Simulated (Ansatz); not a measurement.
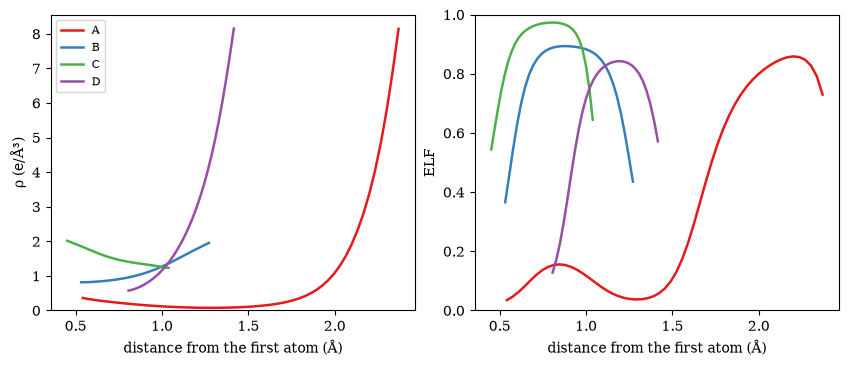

AlFH₂···C₂H₆BCl. Electron density and ELF along straight lines between neighbouring atoms. The curves leave out the atomic cores.

Not at a stationary point (largest force 1.2 eV/Å).

Level of theory: RKS revPBE-D4/6-31G* (Ansatz 0.2.0).

The calculation's input:

```
crystal:
  periodic: [false, false, false]
  atoms:
    - { symbol: Al, position_ang: [-0.6733, -2.4349, 0.4364] }
    - { symbol: F, position_ang: [-1.0413, -0.6467, -0.6207] }
    - { symbol: H, position_ang: [-0.8808, -3.624, -0.5012] }
    - { symbol: H, position_ang: [-1.1746, -2.3753, 1.8818] }
    - { symbol: B, position_ang: [0.2009, 0.4067, -0.2068] }
    - { symbol: Cl, position_ang: [1.5995, -1.1812, 0.2767] }
    - { symbol: C, position_ang: [-0.2331, 1.0541, 1.1623] }
    - { symbol: C, position_ang: [0.7218, 1.1462, -1.4933] }
    - { symbol: H, position_ang: [-0.6264, 0.2873, 1.8342] }
    - { symbol: H, position_ang: [-1.0203, 1.7901, 1.0143] }
    - { symbol: H, position_ang: [0.5861, 1.5535, 1.6708] }
    - { symbol: H, position_ang: [-0.05, 1.7973, -1.8977] }
    - { symbol: H, position_ang: [1.0076, 0.4576, -2.2835] }
    - { symbol: H, position_ang: [1.5839, 1.7692, -1.2733] }
basis:
  gaussian: { orbitals: "6-31G*" }
hamiltonian:
  xc: revpbe
  dispersion: d4
relax:
  f_tol: 0.15
  max_steps: 25
  restrain:
    - { distance: [0, 5], at: 3.53, k: 30.0 }
    - { distance: [4, 1], at: 2.71, k: 30.0 }
    - { distance: [0, 1], at: 1.78, k: 30.0 }
    - { distance: [4, 5], at: 1.86, k: 30.0 }
output:
  orbitals: {}
```

Launched as:

```sh
ansatz run input.yaml --threads 2 --pin off --max-ram 3072MiB --backend cpu --events-out ev --progress --plain --runs-dir out
```

The fields are those of the run's last geometry, not of the input's.

**Which curve belongs to which contact (Al–F, B–Cl, B–F and C–B)? The first atom named is at distance zero.**

Curve A: B5···F2 (2.71 Å): the density falls to about 0.08 e/Å³ on the way; the ELF is about 0.05 at the midpoint. Curve B: B–Cl (1.85 Å): ρ at the midpoint is about 1.1 e/Å³; the ELF peaks at about 0.90 between the atoms (a polar covalent bond). Curve C: C–B (1.57 Å): ρ at the midpoint is about 1.4 e/Å³; the ELF peaks at about 1 between the atoms; a shared electron pair. Curve D: Al–F (1.74 Å): the density is about 0.68 e/Å³ at the midpoint; the ELF peaks at about 0.85 in the valence shell of F, 0.5 Å from its nucleus, and is about 0.30 at the midpoint.
